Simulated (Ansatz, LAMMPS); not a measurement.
# Convergence of a linear-scaling basis for glassy 53P2O5-24SrO-24Li2O (mol %) (83 atoms), part 2 of 2

Aim: test how closely localised support functions follow the reference on glassy 53P2O5-24SrO-24Li2O (mol %) (83 atoms), and at what cost. A setting counts as converged where the r.m.s. difference of forces stays under 1 % of the r.m.s. force.

Ansatz 0.2.0; Kohn-Sham DFT, PBE, PAW (set soft_2), plane waves.

The cell: 18 P, 4 Sr, 8 Li and 53 O. The quench rate of 20 K/ps is many orders above laboratory rates. The starting topology of bonds comes from the classical model. Sampling is at Γ alone, for a cell whose shortest periodic width is 10 Å.

So far. Step 4 (Support functions low): Forces differ from the reference by 0.91 meV/Å r.m.s., 0.083 % of their size, well within a tolerance of 1 %; the energy by -4.9 meV/atom. It took 89 s and 13 cycles; the reference's time can't be set against it, since the two runs asked for unlike analyses.

## Step 5: Support functions medium

With localised support functions most steps grow linearly with size, though the diagonalisation grows faster unless the density matrix is cut; this run measures error and cost at this size. Besides, the program derives a nominal cutoff of 464 eV for this run, against the reference's 420.

This step: Kohn-Sham DFT, PBE, PAW (set soft_2), localised support functions (medium) (Ansatz 0.2.0).

File input.yaml:

```yaml
crystal:
  lattice:
    - [10.40597, 0.0, 0.0]
    - [0.0, 10.40597, 0.0]
    - [0.0, 0.0, 10.40597]
  atoms:
    [... the 83 atom lines of step 3 ...]
kpoints:
  mp_grid: { grid: [1, 1, 1] }
hamiltonian:
  xc: pbe
scf:
  occupations: { method: fixed }
  eigensolver: { kind: { support_functions: { accuracy: medium } } }
  max_iter: 150
output:
  forces: true
  eigenvalues: true
```

Run with:

```console
$ ansatz run input.yaml --threads 4 --pin off --max-ram 8192MiB --backend cpu --events-out ev --progress --plain --runs-dir out
```

Numbers of over 12 decimals in the logs are rounded to 6 here.

Output:

```text
[...]
Warning: basis.ecutwfc = 464 eV, auto-derived: no grid that the accuracy of the support functions lays serves the files at the lower one that their records recommend; a deck with other species or settings can derive another value
[...]
Crystal: 83 atoms, lattice volume = 1126.802 Å³
Basis set: ecut = 464 eV, 25677 PW (Γ), exchange–correlation on 150×150×150 points (8 copies of the dense FFT grid, shifted against one another)
Bands: 284, of which v1, the nominal top of the filled ones, is band 236 counted from 1 (235 counted from 0)
Symmetry: 1 space group operations
k-points: 1
[...]
SCF iter   1: F=—  HF=-59509.141776 eV  |F-HF|=—  |Δ(HF+E_count)|=         —  Δρ=1.12e-1  dr2=1.75e2  ethr=1.00e-1
[...]
SCF iter  14: F=-59538.235326 eV  HF=-59538.235326 eV  |F-HF|=2.37e-7  |Δ(HF+E_count)|=   1.54e-3  Δρ=5.94e-6  dr2=1.16e-6  ethr=1.06e-9
SCF 1 converged in 14 iterations: F = -59538.256514 eV  dr2 = 1.16e-6
[...]
SCF converged after 14 iterations
[...]
Free energy (F): -59538.256514 eV
[...]
Internal energy: -59538.256514 eV  (E = F + TS)
E sigma→0 (E₀):  -59538.256514 eV
Fermi energy:    4.334016 eV
[...]
--- Forces (eV/Å), atoms counted from 1 ---
  atom   1  P     -0.32891433    -0.49622102    -1.24424200
  atom   2  P      2.08825108    -0.71172093    -0.12280007
  atom   3  P      1.51641678     1.12180261    -2.18341678
  atom   4  P      2.18049391    -1.97604695     1.71515718
  atom   5  P      3.13546698    -0.21901777     0.25416455
  atom   6  P     -0.37665461     0.95833307     0.15634439
  atom   7  P      2.39903725    -1.61502742     0.53887186
  atom   8  P     -2.40927689     0.31466378     2.73531327
  atom   9  P     -1.07993323    -0.32483155     1.22262979
  atom  10  P     -3.11703141    -0.69286864     0.36902000
  atom  11  P      0.09623628    -0.78101164    -0.38714158
  atom  12  P     -1.68204466    -1.16399104     3.93497384
  atom  13  P      0.35873749    -1.67880704    -2.04637916
  atom  14  P     -1.12871673    -1.93573563    -0.90180751
[...]
atom  82  O      1.92667341     1.11474947     1.08407902
  atom  83  O      1.03051810    -1.17820726    -1.67938726
  max |Σ_I F_I| component: 3.90e-3 eV/Å
--- Band table (eV) ---
[...]
```

Wall time 96 s (4 threads of Arm Neoverse V2, shared host); peak memory 3.3 GiB.

Keys that differ from the reference: support_functions.accuracy = "medium" and scf.max_iter = 150.

Forces differ from the reference by 0.84 meV/Å r.m.s., 0.076 % of their size, well within a tolerance of 1 %; the energy by -4.9 meV/atom. It took 96 s and 14 cycles; the reference's time can't be set against it, since the two runs asked for unlike analyses.

## Step 6: Support functions medium, radius 3.11 Å

The radius confines each support function; a larger one gives more freedom and more work per atom.

input.yaml, the sections that differ from step 5:

```yaml
scf:
  occupations: { method: fixed }
  eigensolver: { kind: { support_functions: { accuracy: medium, radius: 3.11 } } }
  max_iter: 150
# crystal, kpoints, hamiltonian, output: as in step 5
```

Output:

```text
Warning: scf.eigensolver.kind.support_functions: disabling space-group detection — the functions' gradient is summed over unrotated k-points, so no spatial operation reduces the k-mesh or symmetrises the density; time reversal is kept, so that k and −k are solved as one point where they differ and the mesh holds both, and exact exchange and, on two spinor components, a DFT+U term hold to it where the run has them: [...]
Warning: basis.ecutwfc = 464 eV, auto-derived: no grid that the accuracy of the support functions lays serves the files at the lower one that their records recommend; a deck with other species or settings can derive another value
settings of this run that can trade accuracy for cost: scf.eigensolver.kind.support_functions [...]
Engine: ansatz 0.2.0, aarch64-unknown-linux-gnu
Pseudopotentials: kind: paw
Pseudopotential: P, paw, valence charge 5, recommended cutoff 420 eV (normal), P.paw.azcp
Pseudopotential: Sr, paw, valence charge 10, recommended cutoff 420 eV (normal), Sr.paw.azcp
Pseudopotential: Li, paw, valence charge 3, recommended cutoff 420 eV (normal), Li.paw.azcp
Pseudopotential: O, paw, valence charge 6, recommended cutoff 420 eV (normal), O.paw.azcp
[... 5 lines on functional and potentials left out ...]
Error: SCF: the radius of support functions is under 3.48 Å, the least for these sites at the functions' level (scf.eigensolver.kind.support_functions.accuracy). Use scf.eigensolver.kind: auto, or type scf.eigensolver.kind.support_functions.radius at least as long, [...]
```

Run time: 4.6 s. Hardware: 4 threads; peak memory 0.29 GiB.

The program refuses radii under 3.48 Å for these atoms at this level.

## Step 7: The ladder side by side

Differences are against the plane-wave reference (Kohn-Sham DFT, PBE, PAW (set soft_2), plane waves), whose r.m.s. force component is 1.10 eV/Å. Energies are set beside the reference only for runs with its functional, potentials and electron count. Times are for 4 threads of Arm Neoverse V2, shared host. The reference's time includes the DOS, ELF, the stress and grids, which some other runs skip.

| run | Δ force, r.m.s. (meV/Å) | share of r.m.s. force (%) | Δ energy (meV/atom) | Δ gap (eV) | cycles | time | host memory (GiB) |
| --- | --- | --- | --- | --- | --- | --- | --- |
| reference | - | - | - | - | 9 | 15 s | 1.3 |
| support functions low | 0.91 | 0.0826 | -4.86 | -3.0e-4 | 13 | 89 s | 3.3 |
| support functions medium | 0.836 | 0.0758 | -4.86 | -4.0e-4 | 14 | 96 s | 3.3 |

## Step 8: The reference in detail

The comparisons rest on this run, so its electronic structure is set out here.

Neighbours are counted within 2.02 Å (O-P), 2.43 Å (O-Li), 3.08 Å (O-Sr).

Length of the force by element and coordination:

| element | coordination | atoms | mean length of the force (eV/Å) | spread | least | most |
| --- | --- | --- | --- | --- | --- | --- |
| Li | all | 8 | 1.00 | 0.285 | 0.676 | 1.56 |
| Li | 3 | 3 | 1.20 | 0.268 | 0.919 | 1.56 |
| Li | 4 | 5 | 0.885 | 0.222 | 0.676 | 1.28 |
| O | all | 53 | 1.55 | 0.712 | 0.247 | 3.28 |
| O | 1 | 3 | 0.685 | 0.347 | 0.364 | 1.17 |
| O | 2 | 32 | 1.55 | 0.720 | 0.247 | 3.28 |
| O | 3 | 14 | 1.58 | 0.541 | 0.578 | 2.43 |
| O | 4 | 4 | 2.11 | 0.751 | 1.02 | 3.06 |
| P | all | 18 | 2.58 | 0.904 | 0.877 | 4.44 |
| P | 4 | 17 | 2.68 | 0.828 | 1.04 | 4.44 |
| P | 5 | 1 | 0.877 | 0 | 0.877 | 0.877 |
| Sr | all | 4 | 1.10 | 0.329 | 0.640 | 1.53 |
| Sr | 5 | 2 | 0.813 | 0.173 | 0.640 | 0.986 |
| Sr | 6 | 1 | 1.53 | 0 | 1.53 | 1.53 |
| Sr | 7 | 1 | 1.24 | 0 | 1.24 | 1.24 |

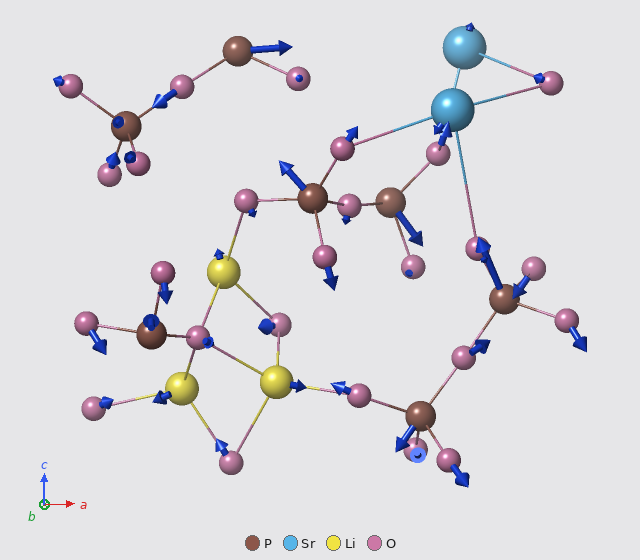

Forces as arrows; the longest in the cell is 4.44 eV/Å. Drawn is a slice 4 Å thick, seen along the normal of the ac plane.

Löwdin charges by element and coordination (they lack the spilled electrons, 0.096 e an atom on average):

| element | coordination | atoms | mean charge (e) | spread | least | most |
| --- | --- | --- | --- | --- | --- | --- |
| Li | all | 8 | 0.756 | 0.0099 | 0.742 | 0.771 |
| Li | 3 | 3 | 0.756 | 0.0117 | 0.742 | 0.771 |
| Li | 4 | 5 | 0.756 | 0.0086 | 0.744 | 0.770 |
| O | all | 53 | -0.851 | 0.0943 | -0.993 | -0.713 |
| O | 1 | 3 | -0.876 | 0.0196 | -0.904 | -0.861 |
| O | 2 | 32 | -0.796 | 0.0786 | -0.942 | -0.713 |
| O | 3 | 14 | -0.935 | 0.0326 | -0.987 | -0.883 |
| O | 4 | 4 | -0.973 | 0.0284 | -0.993 | -0.924 |
| P | all | 18 | 2.22 | 0.0359 | 2.15 | 2.30 |
| P | 4 | 17 | 2.22 | 0.0369 | 2.15 | 2.30 |
| P | 5 | 1 | 2.22 | 0 | 2.22 | 2.22 |
| Sr | all | 4 | 1.78 | 0.008 | 1.78 | 1.80 |
| Sr | 5 | 2 | 1.78 | 0.0011 | 1.78 | 1.78 |
| Sr | 6 | 1 | 1.80 | 0 | 1.80 | 1.80 |
| Sr | 7 | 1 | 1.78 | 0 | 1.78 | 1.78 |

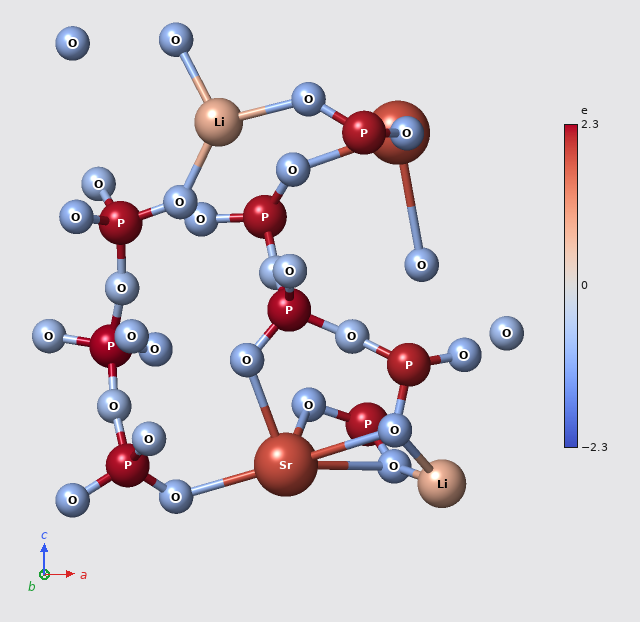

Atoms coloured by Löwdin charge. Drawn is a slice 5 Å thick, seen along the normal of the ac plane. Bonds to atoms that aren't drawn are left out.

States in the cell by windows of 1 eV, zero at the Fermi level; the larger projections on atomic orbitals stand beside the total:

| from (eV) | to (eV) | total | O p | P p | O s |
| --- | --- | --- | --- | --- | --- |
| -10 | -9 | 1.9 | 1.3 | 0.2 | 0.3 |
| -9 | -8 | 2.2 | 1.6 | 0.3 | 0.2 |
| -8 | -7 | 18.6 | 13.6 | 1.7 | 2.2 |
| -7 | -6 | 41.6 | 32.1 | 3.7 | 3.8 |
| -6 | -5 | 36.7 | 30.8 | 2.2 | 2.1 |
| -5 | -4 | 44.1 | 39.1 | 1.9 | 1.4 |
| -4 | -3 | 45.5 | 41.5 | 1.5 | 0.8 |
| -3 | -2 | 44.1 | 41.2 | 1.2 | 0.4 |
| -2 | -1 | 36.4 | 34.9 | 0.5 | 0.1 |
| -1 | 0 | 7.9 | 7.6 | 0.1 | 0.0 |
| 0 | 1 | 1.0 | 1.0 | 0.0 | 0.0 |
| 1 | 2 | 0.0 | 0.0 | 0.0 | 0.0 |
| 2 | 3 | 2.2 | 0.3 | 0.4 | 0.4 |
| 3 | 4 | 3.9 | 0.4 | 0.6 | 0.6 |
| 4 | 5 | 17.0 | 1.3 | 2.2 | 1.5 |

The curve was stored every 0.10 eV, coarse against its broadening of 0.08 eV, so these counts are rough.

With fixed occupations the program's Fermi level is the highest filled level; weight inside the gap is the broadening of levels at its edges.

Between -26 and -10 eV lie 168 more states.

The stored curve holds about 448 of the 472 electrons; the rest, give or take the few that broadening carries across the Fermi level, lie in deeper levels below its range.

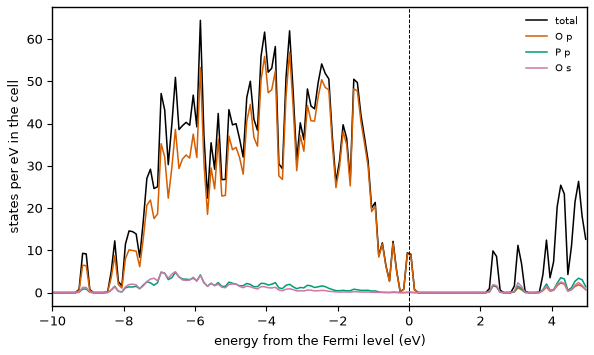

Total and projected density of states, with the broadening of the input.

The levels nearest the highest filled one (over half full), pooled over k-points and spins:

| level less the highest filled one (eV) | occupation |
| --- | --- |
| -1.13 | 2 |
| -0.997 | 2 |
| -0.925 | 2 |
| -0.723 | 2 |
| -0.433 | 2 |
| 0 | 2 |
| 2.40 | 0 |
| 3.08 | 0 |
| 3.85 | 0 |
| 4.12 | 0 |
| 4.21 | 0 |
| 4.31 | 0 |

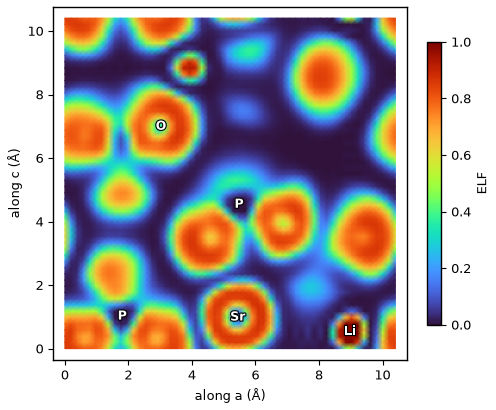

ELF in the ac plane at fractional y = 0.465, with atoms of P and Sr and Li and O within 0.2 Å of it. It is the smooth field of the valence electrons, not physical close to the nuclei.

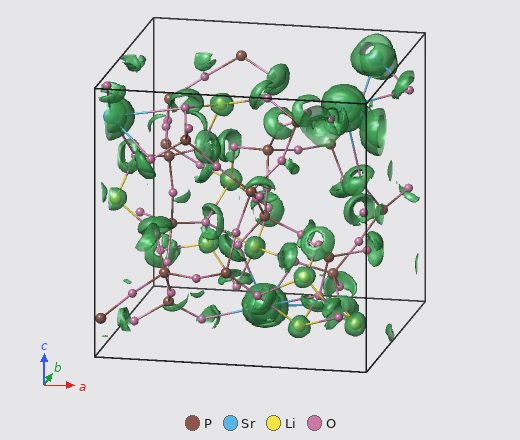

Surface of ELF = 0.85. Bonds to atoms that aren't drawn are left out.

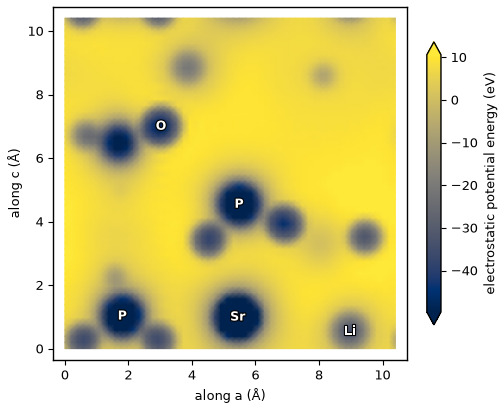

Electrostatic potential energy in the ac plane at fractional y = 0.465, with atoms of P and Sr and Li and O within 0.2 Å of it. With pseudopotentials it is smooth inside the atoms' cores, unlike the true potential.

Mean Löwdin charges: Li +0.76, O -0.85, P +2.22, Sr +1.78 e (they miss 1.7 % of the electrons, so they add up to more than the cell's charge).

## Step 9: Structure statistics

Bonds and neighbours are counted at the geometry of the runs.

Density 2.67 g/cm³, 13.58 Å³ an atom.

Pair distribution functions g(r), in bins of 0.2 Å:

| r (Å) | total | O-O | O-P | O-Li | O-Sr | P-P | P-Li |
| --- | --- | --- | --- | --- | --- | --- | --- |
| 1.40 | 1.20 | 0.00 | 4.32 | 0.00 | 0.00 | 0.00 | 0.00 |
| 1.60 | 2.83 | 0.00 | 10.24 | 0.00 | 0.00 | 0.00 | 0.00 |
| 1.80 | 0.00 | 0.00 | 0.00 | 0.00 | 0.00 | 0.00 | 0.00 |
| 2.00 | 0.71 | 0.00 | 0.00 | 5.76 | 0.00 | 0.00 | 0.00 |
| 2.20 | 0.27 | 0.12 | 0.00 | 1.56 | 0.00 | 0.00 | 0.00 |
| 2.40 | 1.41 | 3.20 | 0.00 | 0.00 | 1.43 | 0.00 | 0.00 |
| 2.60 | 1.27 | 2.41 | 0.07 | 0.31 | 3.13 | 0.00 | 0.00 |
| 2.80 | 0.31 | 0.32 | 0.06 | 0.39 | 1.90 | 0.00 | 0.00 |
| 3.00 | 0.65 | 0.73 | 0.26 | 0.47 | 0.49 | 1.75 | 2.35 |
| 3.20 | 1.01 | 1.03 | 0.27 | 0.93 | 0.63 | 3.94 | 3.33 |
| 3.40 | 0.98 | 1.03 | 0.68 | 1.09 | 0.37 | 0.23 | 3.00 |
| 3.60 | 1.12 | 1.03 | 1.54 | 1.05 | 0.48 | 0.00 | 0.98 |
| 3.80 | 1.09 | 0.71 | 1.88 | 0.95 | 0.44 | 0.37 | 0.44 |
| 4.00 | 1.31 | 0.86 | 2.33 | 1.19 | 1.19 | 0.35 | 1.38 |
| 4.20 | 0.96 | 0.73 | 0.91 | 1.81 | 1.21 | 1.41 | 0.87 |
| 4.40 | 1.15 | 1.04 | 1.00 | 1.64 | 1.63 | 1.86 | 0.80 |
| 4.60 | 1.04 | 0.98 | 1.06 | 1.45 | 0.91 | 0.78 | 1.17 |
| 4.80 | 1.07 | 1.30 | 0.98 | 0.46 | 1.10 | 1.69 | 1.08 |
| 5.00 | 0.97 | 1.20 | 0.64 | 0.59 | 1.51 | 1.56 | 0.88 |

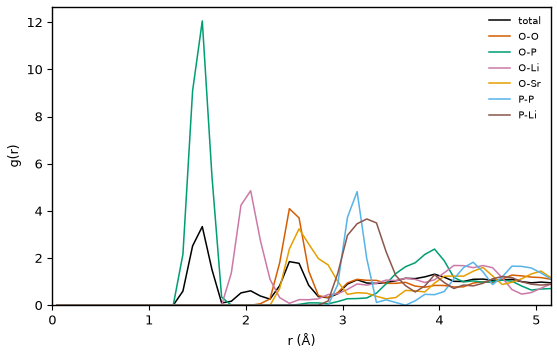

Pair distribution functions, lightly smoothed.

Bonds by pair of elements; cutoffs follow the first minimum of g(r), held within bounds set by covalent radii, and pairs that aren't listed don't count as bonded:

| pair A-B | cutoff (Å) | bonds | mean length (Å) | spread (Å) | shortest (Å) | B about A | A about B |
| --- | --- | --- | --- | --- | --- | --- | --- |
| O-P | 2.02 | 73 | 1.54 | 0.044 | 1.48 | 1.38 | 4.06 |
| O-Li | 2.43 | 29 | 2.06 | 0.087 | 1.95 | 0.547 | 3.62 |
| O-Sr | 3.08 | 23 | 2.67 | 0.163 | 2.41 | 0.434 | 5.75 |

How many atoms have how many bonded neighbours:

| element | mean | 1 | 2 | 3 | 4 | 5 | 6 | 7 |
| --- | --- | --- | --- | --- | --- | --- | --- | --- |
| Li | 3.62 | 0 | 0 | 3 | 5 | 0 | 0 | 0 |
| O | 2.36 | 3 | 32 | 14 | 4 | 0 | 0 | 0 |
| P | 4.06 | 0 | 0 | 0 | 17 | 1 | 0 | 0 |
| Sr | 5.75 | 0 | 0 | 0 | 0 | 2 | 1 | 1 |

Oxygen atoms by the number of network formers (Si, P, Ge, B, Al, As, Ga) bound to them:

| network formers bound to O | O atoms | per cent |
| --- | --- | --- |
| 0 | 0 | 0 |
| 1 | 33 | 62.3 |
| 2 | 20 | 37.7 |

Network units: each former by its oxygen neighbours and how many of them bridge to another former:

| former | O neighbours | bridging O | atoms |
| --- | --- | --- | --- |
| P | 4 | 1 | 4 |
| P | 4 | 2 | 8 |
| P | 4 | 3 | 5 |
| P | 5 | 5 | 1 |

Rings of the network by King's shortest-path rule, up to 12 atoms, one path for each pair of neighbours; H, halogens, alkali and alkaline-earth atoms are left out, and the last column divides by all other atoms, bonded or not:

| ring size (atoms) | rings | per network atom |
| --- | --- | --- |
| 10 | 1 | 0.014 |

For some of the pairs, g(r) has its first main peak near 2.5 Å (O-O), 1.5 Å (O-P), 2.0 Å (O-Li), 2.6 Å (O-Sr), 3.1 Å (P-P) and 3.3 Å (P-Li). Counting bonds as in the table, 62 % of Li atoms have 4, 60 % of O atoms have 2, 94 % of P atoms have 4 and 50 % of Sr atoms have 5 bonded neighbours. 38 % of the oxygens bridge two formers (P) and 62 % are non-bridging. The commonest P unit has 4 oxygens, 2 of them shared with other formers (8 of 18 atoms). All rings counted have 10 atoms.

The surroundings of P12, which bears the longest force, nearest first, numbered as they follow in the input and with coordinates relative to it.

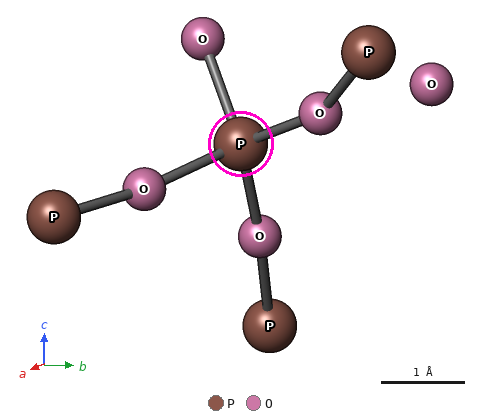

The atoms of the table, within 3.1 Å (arrows a, b, c point along x, y, z); some may hide others; the central atom is ringed.

| atom | x | y | z | distance (Å) | bonds | Löwdin charge (e) | Fx | Fy | Fz (eV/Å) |
| --- | --- | --- | --- | --- | --- | --- | --- | --- | --- |
| P12 | 0.00 | 0.00 | 0.00 | 0.00 | 4 | 2.24 | -1.68 | -1.17 | 3.94 |
| O74 | -0.63 | -0.71 | 1.16 | 1.50 | 1 | -0.86 | 0.27 | -0.07 | -0.45 |
| O50 | -0.89 | -0.06 | -1.26 | 1.55 | 2 | -0.72 | 1.53 | 0.93 | 0.88 |
| O46 | 0.73 | 1.27 | 0.54 | 1.56 | 2 | -0.74 | -1.15 | 0.07 | -1.66 |
| O83 | 1.30 | -0.79 | -0.41 | 1.57 | 2 | -0.73 | 1.03 | -1.18 | -1.68 |
| O54 | -1.85 | 1.80 | 0.55 | 2.64 | 2 | -0.88 | -0.12 | 0.31 | -0.25 |
| P16 | 2.66 | -1.47 | -0.58 | 3.09 | 4 | 2.30 | 0.10 | 1.89 | 0.85 |
| P3 | 1.63 | 2.20 | 1.47 | 3.11 | 4 | 2.19 | 1.52 | 1.12 | -2.18 |
| P18 | -1.83 | -0.27 | -2.51 | 3.12 | 4 | 2.19 | -1.37 | -0.39 | -1.90 |

The column of bonds counts only the pairs O-P within 2.02 Å, O-Li within 2.43 Å, O-Sr within 3.08 Å; other neighbours, such as metal atoms beside each other in a compound, aren't counted, and periodic images can show an atom twice.

## Step 10: What came out

| Quantity | Value |
| --- | --- |
| free energy per atom | -717.3235 eV/atom |
| pressure | 2.478 GPa |
| r.m.s. force component | 1.102 eV/Å |
| gap (highest filled to lowest empty level) | 2.396 eV |
| wall time of the 3 DFT runs | 3.3 min |

Against plane waves at 420 eV, the forces differ by 0.84 meV/Å (0.076 %) with support functions medium. At 83 atoms the fastest of the runs at a preset level, support functions low, takes roughly 5.8 times the time of plane waves (whose run also made extra analyses, so the like-for-like ratio is larger), in 13 SCF cycles against 9. Differences between support functions and plane waves include what basis error the plane-wave run still has.

Between filled and empty levels lie 2.40 eV (at Γ alone); a semilocal functional tends to put such gaps too low. In a disordered cell it changes from sample to sample, and tail or defect levels can set it. Counting bonds as in the table, 62 % of Li atoms have 4, 60 % of O atoms have 2, 94 % of P atoms have 4 and 50 % of Sr atoms have 5 bonded neighbours. 38 % of the oxygens bridge two formers (P) and 62 % are non-bridging.

Caveats: The geometry was minimised with a classical potential after classical dynamics and isn't relaxed at this level: its force components are 1.1 eV/Å r.m.s. The pressure of 2.5 GPa belongs to a cell and atoms that aren't relaxed at this level.

[Logs are printed without paths, hosts, clocks, repeated set-up lines and the standing remarks that a program may print on its own settings, such as how far it seeks lower states.]

[Hosts, paths, dates, database ids (printed as entryN), source tags and the programs' standing remarks are cut or masked in the printed files.]
